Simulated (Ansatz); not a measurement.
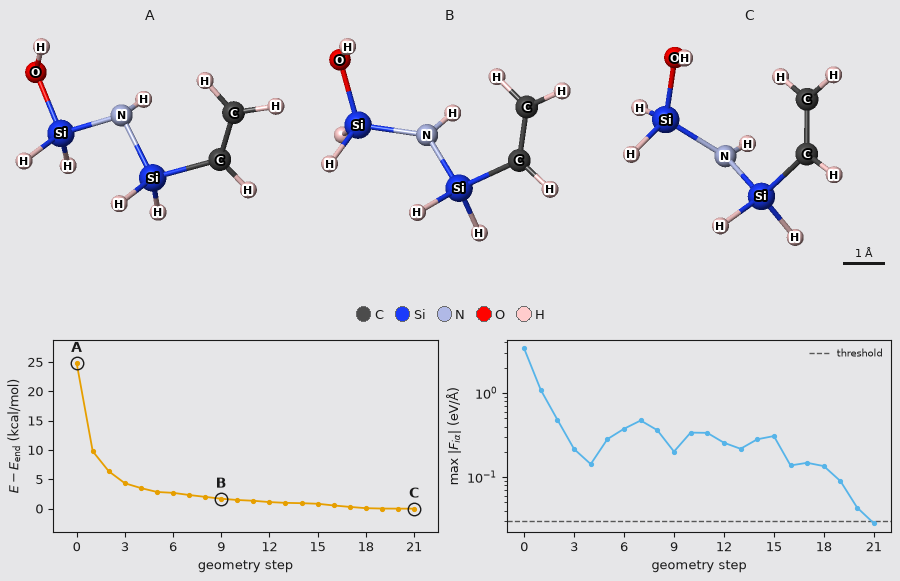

Frames of a relaxation of C₂H₉NOSi₂ (coarse preliminary run), marked on the history of the run. A ball-and-stick model, seen at a tilt.

The start comes from a force field.

The calculation used RKS PBE-D4/def2-SVP in Ansatz 0.2.0. Settings: force threshold 0.03 eV/Å; at most 200 steps.

> What happens along the run?

An H atom moves most after the best rigid fit: 1.73 Å. By element the largest moves are H 1.73 Å, O 1.52 Å, N 1.34 Å, C 0.87 Å, Si 0.54 Å. Among the contacts that change: Si–Si 2.750 → 3.147 Å, C–H 1.047 → 1.108 Å, H–Si 1.455 → 1.507 Å, N–Si 1.700 → 1.749 Å. Among the angles between lasting bonds that change: Si–N–Si 104.6° → 127.7°, N–Si–O 100.2° → 114.7°, Si–N–H 107.0° → 114.8°. Groups turn about O–Si by about 30°, C–Si by about 25°. The energy falls by 24.8 kcal/mol in 21 geometry steps. The largest force component goes from 3.4 to 0.028 eV/Å. The run took about 110 core-seconds on a shared host. From step 0 to 9: an H atom moves most (1.01 Å), energy −23.1 kcal/mol. From step 9 to 21: an H atom moves most (1.13 Å), energy −1.70 kcal/mol.
